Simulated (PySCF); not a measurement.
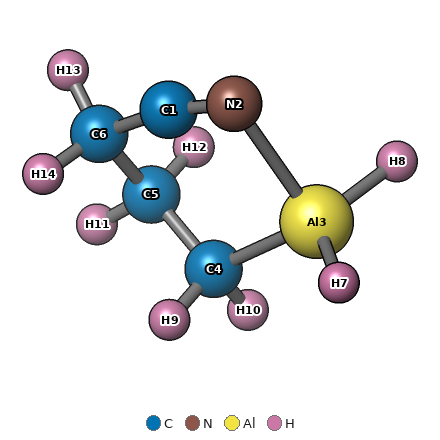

C₄H₈AlN, SMILES C1#[N+][AlH2-][CH2]CC1, singlet. Vertical core-electron binding energies by ΔSCF (B3LYP, pcX-2 on the ionised atom, pcseg-1 elsewhere, spin-free X2C; PySCF, at a PBE0-D3(BJ)/def2-SVP geometry (no frequency check)), gas phase, against the vacuum level. One atom of each kind was ionised; within a panel, areas follow the number of like atoms, Gaussians of 0.6 eV full width. Only the regions named are shown.

Predict the C 1s photoelectron lines.

Answer.
```
level  atoms  binding energy (eV)
 C 1s     C1                293.7
 C 1s     C6                292.8
 C 1s     C5                291.5
 C 1s     C4                289.7
```

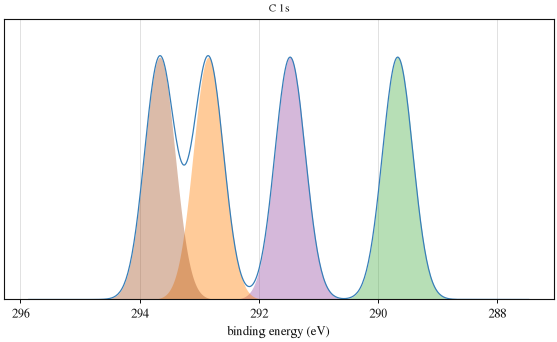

Caveats: one conformer of a flexible molecule.
